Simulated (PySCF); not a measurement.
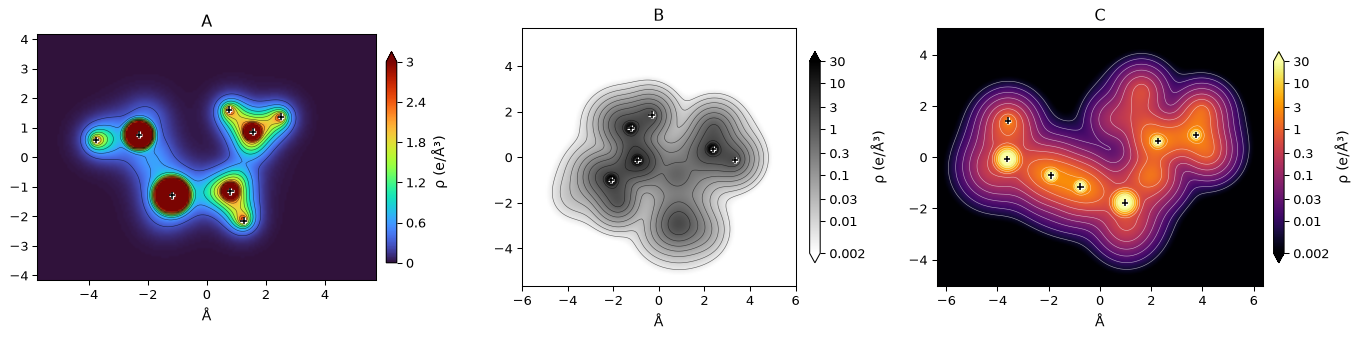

The electron density of 3 systems, each on a plane through atoms (crosses mark nuclei in the plane).

These are results of B3LYP/def2-SVPD, SCF density, gas phase (PySCF), not measurements.

System 1: C₆H₁₇NSn (Sn(NMeEt)Me3), the plane of atoms C3, N2 and C4. Geometry: PBE0-D3(BJ)/def2-SVP; core potentials replace the inner electrons of Sn.

| atom | x (Å) | y (Å) | z (Å) |
| --- | --- | --- | --- |
| Sn | -0.1518 | -0.2907 | -1.0505 |
| N | -0.0059 | -0.5750 | 0.9824 |
| C | -1.2214 | -0.7019 | 1.7401 |
| C | 1.1007 | 0.0083 | 1.7007 |
| C | 1.0072 | 1.5079 | 1.9775 |
| H | -1.0337 | -1.2404 | 2.6905 |
| H | -1.7169 | 0.2562 | 2.0132 |
| H | -1.9652 | -1.2974 | 1.1836 |
| H | 1.2123 | -0.5248 | 2.6672 |
| H | 2.0337 | -0.1936 | 1.1440 |
| H | 1.8697 | 1.8624 | 2.5644 |
| H | 0.9816 | 2.0834 | 1.0370 |
| H | 0.0961 | 1.7582 | 2.5433 |
| C | 1.8700 | -0.3385 | -1.7737 |
| H | 1.8842 | -0.3223 | -2.8731 |
| H | 2.3680 | -1.2557 | -1.4275 |
| H | 2.4330 | 0.5308 | -1.4047 |
| C | -1.1100 | 1.5894 | -1.5162 |
| H | -2.0337 | 1.6918 | -0.9284 |
| H | -1.3646 | 1.6411 | -2.5851 |
| H | -0.4406 | 2.4261 | -1.2696 |
| C | -1.3287 | -1.9431 | -1.7668 |
| H | -2.3986 | -1.7713 | -1.5820 |
| H | -1.0175 | -2.8608 | -1.2474 |
| H | -1.1778 | -2.0763 | -2.8480 |

System 2: C₄H₁₂GeSi, the plane of atoms Ge2, C3 and H12. Geometry: GFN2-xTB.

```xyz
18

Si    1.9774    0.3802    1.5307
Ge    1.3639   -1.0173   -0.2445
C    -0.4597   -0.6874   -0.9662
C    -0.7350    0.7918   -1.2823
C    -1.5302    0.8983    0.0234
C    -1.5465   -0.6312    0.1199
H     3.3266    0.0720    2.0030
H     1.9468    1.7860    1.1211
H     1.0526    0.2177    2.6546
H     1.4202   -2.4909    0.1061
H     2.3077   -0.9450   -1.4281
H    -0.6752   -1.3727   -1.7882
H    -1.3573    0.9304   -2.1663
H     0.1362    1.4437   -1.3666
H    -2.5009    1.3875   -0.0435
H    -0.9543    1.3590    0.8262
H    -1.2879   -1.0528    1.0931
H    -2.4930   -1.0630   -0.2039
```

System 3: C₅H₁₂OSi₂ (SMILES CC(C)O[SiH2]C#C[SiH3]), the plane of atoms C7, Si8 and H19. Geometry: PBE0-D3(BJ)/def2-SVP.

```yaml
atoms:
  - { symbol: C, position_ang: [-1.5305, -0.5832, 0.8111] }
  - { symbol: C, position_ang: [-1.5675, 0.6747, -0.0371] }
  - { symbol: C, position_ang: [-2.9706, 1.2115, -0.2378] }
  - { symbol: O, position_ang: [-1.0174, 0.3976, -1.3201] }
  - { symbol: Si, position_ang: [0.5268, 0.7882, -1.7736] }
  - { symbol: C, position_ang: [1.7714, -0.0967, -0.7422] }
  - { symbol: C, position_ang: [2.5889, -0.6906, -0.0494] }
  - { symbol: Si, position_ang: [3.8100, -1.5881, 0.9858] }
  - { symbol: H, position_ang: [-0.4974, -0.9400, 0.9339] }
  - { symbol: H, position_ang: [-2.1160, -1.3797, 0.3265] }
  - { symbol: H, position_ang: [-1.9545, -0.3955, 1.8092] }
  - { symbol: H, position_ang: [-0.9602, 1.4568, 0.4633] }
  - { symbol: H, position_ang: [-2.9521, 2.1202, -0.8566] }
  - { symbol: H, position_ang: [-3.5896, 0.4595, -0.7512] }
  - { symbol: H, position_ang: [-3.4414, 1.4539, 0.7267] }
  - { symbol: H, position_ang: [0.6780, 0.3686, -3.1894] }
  - { symbol: H, position_ang: [0.7786, 2.2514, -1.6096] }
  - { symbol: H, position_ang: [4.2329, -2.8365, 0.2882] }
  - { symbol: H, position_ang: [3.1824, -1.9355, 2.2938] }
  - { symbol: H, position_ang: [4.9993, -0.7186, 1.2182] }
```

Question: Which map belongs to which system?

Answer: Panel A is system 2, C₄H₁₂GeSi: the plane holds Si, Ge, C and H. C–Ge (1.99 Å): ρ at the midpoint is about 0.84 e/Å³. Panel B is system 1, C₆H₁₇NSn: the plane holds N, C and H. C–N (1.44 Å): ρ is about 2 e/Å³ halfway. Panel C is system 3, C₅H₁₂OSi₂: the plane holds C, Si and H. C–C (1.23 Å): ρ is about 2.7 e/Å³ halfway.
